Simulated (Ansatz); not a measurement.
**BHF2 (SMILES FBF) at CAM-B3LYP/STO-3G**

What is the energy change on altering one bond length of BHF2 at CAM-B3LYP/STO-3G? 

The calculation is run with Ansatz 0.2.0.

54 further runs of the same task are left out: 1 that didn't finish, 53 set aside as unsound or not needed.

**1. The structure to begin with**

The species is BHF2 (4 atoms), meant as a singlet with charge 0. SMILES: `FBF`. The shape is that of a PBE0-D4/def2-TZVP optimisation.

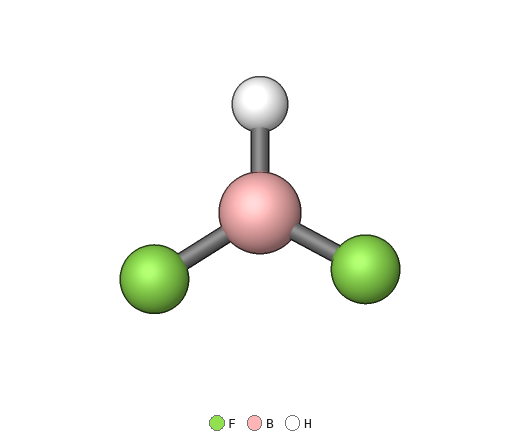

The structure, seen from a chosen angle (fluorine green, boron pink, hydrogen white).

**2. A single-point energy at CAM-B3LYP/STO-3G**

File job.yaml:

```yaml
crystal:
  periodic: [false, false, false]
  atoms:
    - {symbol: F, position_ang: [1.154300, 0.456900, -0.361900]}
    - {symbol: B, position_ang: [-0.001900, -0.031000, 0.025200]}
    - {symbol: F, position_ang: [-1.095400, 0.528700, -0.438900]}
    - {symbol: H, position_ang: [-0.057000, -0.954600, 0.775600]}
basis:
  gaussian:
    orbitals: STO-3G
hamiltonian:
  xc: {name: CAM-B3LYP}
accuracy: high
```

The run is started by

```bash
$ ansatz run job.yaml --threads 1 --pin off --max-ram 2610MiB --events-out events.jsonl --progress --plain --runs-dir runs
```

The log of the run:

```text
Warning: RAYON_NUM_THREADS=1 ignored (pool sized by the plan → 1); use --threads N
Functional definition: CAM-B3LYP
  name "CAM-B3LYP"
  parameter alpha = 0.19
  parameter beta = 0.46
  parameter omega = 0.33/bohr
  parameter ac = 0.81
  exchange = (1 - alpha - beta)*b88_x + beta*b88_x_sr(omega) + alpha*exact_x + beta*exact_x_lr(omega)
  correlation = (1 - ac)*vwn5_c + ac*lyp_c
272 factors; integrals over basis functions are off by at most 4.3e-8 eV
136 factors; integrals over basis functions are off by at most 1.4e-9 eV
mean field evaluation 1: about -6038.0289 eV, gradient 1.9e1 eV
mean field evaluation 2: about -6038.7554 eV, gradient 1.5e1 eV
mean field evaluation 4: about -6039.3627 eV, gradient 1.0e-1 eV
mean field evaluation 8: about -6039.3373 eV, gradient 1.3e-3 eV
mean field evaluation 16: about -6039.3373 eV, gradient 1.6e-8 eV
mean field -6039.33727195 eV, -221.9415511342 hartree, gradient 1.6e-8 eV, S^2 0.000000; 0 other end points of the search recorded, 0 dependent functions left out
reference -6039.33728113 eV, -221.9415514717 hartree; 12, 12 occupied and 4, 4 virtual orbitals, 272 factors
Total energy: -6039.33728113 eV, -221.9415514717 hartree
```

It took 0.58 s on 1 thread of Intel Xeon Platinum 8488C (Sapphire Rapids), shared host.

**3. The distorted shape at the same level**

File molecule.yaml:

```yaml
crystal:
  periodic: [false, false, false]
  atoms:
    - {symbol: F, position_ang: [1.427714, 0.316955, -0.245858]}
    - {symbol: B, position_ang: [0.271514, -0.170945, 0.141242]}
    - {symbol: F, position_ang: [-1.095400, 0.528700, -0.438900]}
    - {symbol: H, position_ang: [0.216414, -1.094545, 0.891642]}
basis:
  gaussian:
    orbitals: STO-3G
accuracy: high
hamiltonian:
  xc: {name: CAM-B3LYP}
```

The run is started by

```bash
$ ansatz run molecule.yaml --threads 1 --pin off --max-ram 2610MiB --events-out events.jsonl --progress --plain --runs-dir runs
```

The log of the run:

```text
Warning: RAYON_NUM_THREADS=1 ignored (pool sized by the plan → 1); use --threads N
Functional definition: CAM-B3LYP
  name "CAM-B3LYP"
  parameter alpha = 0.19
  parameter beta = 0.46
  parameter omega = 0.33/bohr
  parameter ac = 0.81
  exchange = (1 - alpha - beta)*b88_x + beta*b88_x_sr(omega) + alpha*exact_x + beta*exact_x_lr(omega)
  correlation = (1 - ac)*vwn5_c + ac*lyp_c
271 factors; integrals over basis functions are off by at most 3.8e-8 eV
139 factors; integrals over basis functions are off by at most 1.5e-9 eV
mean field evaluation 1: about -6035.2656 eV, gradient 2.3e1 eV
mean field evaluation 2: about -6033.0769 eV, gradient 4.0e1 eV
mean field evaluation 4: about -6037.6772 eV, gradient 1.5e0 eV
mean field evaluation 8: about -6037.6424 eV, gradient 2.0e-2 eV
mean field evaluation 16: about -6037.6424 eV, gradient 1.3e-7 eV
mean field -6037.64240979 eV, -221.8792660988 hartree, gradient 1.4e-8 eV, S^2 0.000000; 0 other end points of the search recorded, 0 dependent functions left out
reference -6037.64241944 eV, -221.8792664533 hartree; 12, 12 occupied and 4, 4 virtual orbitals, 271 factors
Total energy: -6037.64241944 eV, -221.8792664533 hartree
```

It took 0.62 s on 1 thread of Intel Xeon Platinum 8488C (Sapphire Rapids), shared host; peak memory 0.11 GiB.

**4. Results**

Level: CAM-B3LYP/STO-3G.

```
                                                         quantity          value
                                        first shape: total energy  -221.94155 Eh
                                    distorted shape: total energy  -221.87927 Eh
energy change with the B2–F3 bond stretched from 1.313 to 1.641 Å       1.695 eV
```

With the B2–F3 bond stretched from 1.313 to 1.641 Å the energy rises by 1.69 eV (164 kJ/mol). The first shape isn't relaxed at this level, so the change isn't measured from a minimum. The minimal basis adds a large error of its own.
